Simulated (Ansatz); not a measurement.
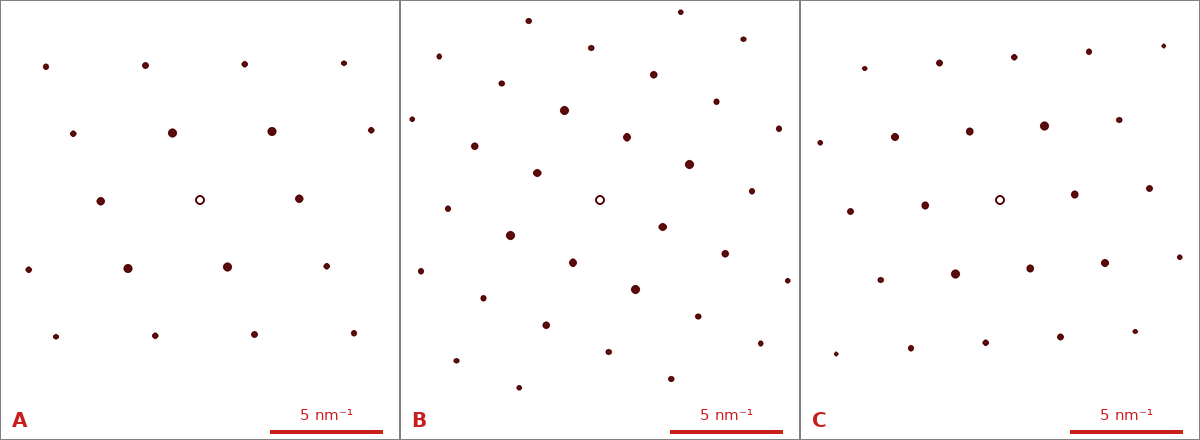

Kinematic electron diffraction patterns (200 kV, B = 0.5 Å², same scale, each along a low-index zone) of three structures of composition BiC, each relaxed at zero pressure with DFT PBE, scalar-relativistic, plane waves, PAW in Ansatz.

The structures (standard cells):
1. Pm-3m (No. 221), a = 3.261 Å, 2 atoms; generated start, possibly hypothetical
2. P-6m2 (No. 187), a = 3.537 Å, c = 3.276 Å (hexagonal axes), 2 atoms; generated start, possibly hypothetical
3. Fm-3m (No. 225), a = 5.135 Å, 8 atoms; generated start, possibly hypothetical

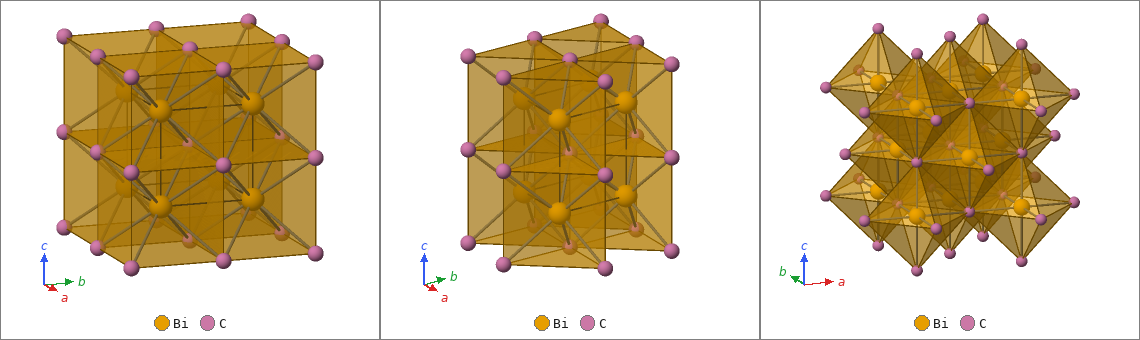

Drawings of the structures 1 to 3, from left to right (each may span several cells).

Q: Which pattern belongs to which structure, and along which zone?

A: A is structure 2 along [101] or an equivalent direction: centred rectangular net of 0 1 0 at d = 3.06 Å and 1 0 -1 at d = 2.24 Å, 68.6° apart. B is structure 1 along [001] or an equivalent direction: square net of 1 0 0 at d = 3.26 Å and 0 1 0 at d = 3.26 Å, 90.0° apart. C is structure 3 along [110] or an equivalent direction: centred rectangular net of -1 1 -1 at d = 2.96 Å and -1 1 1 at d = 2.96 Å, 70.5° apart.

Q: Which structure lies lowest at this level of theory, and by how much?

A: Structure 3 (Fm-3m, 16.93 Å³ an atom) is the lowest of these; structure 2 (P-6m2, 17.74 Å³ an atom) lies about 240 meV an atom higher; structure 1 (Pm-3m, 17.34 Å³ an atom) lies about 560 meV an atom higher. These are static energies at 0 K; other structures, not shown, may lie lower still.
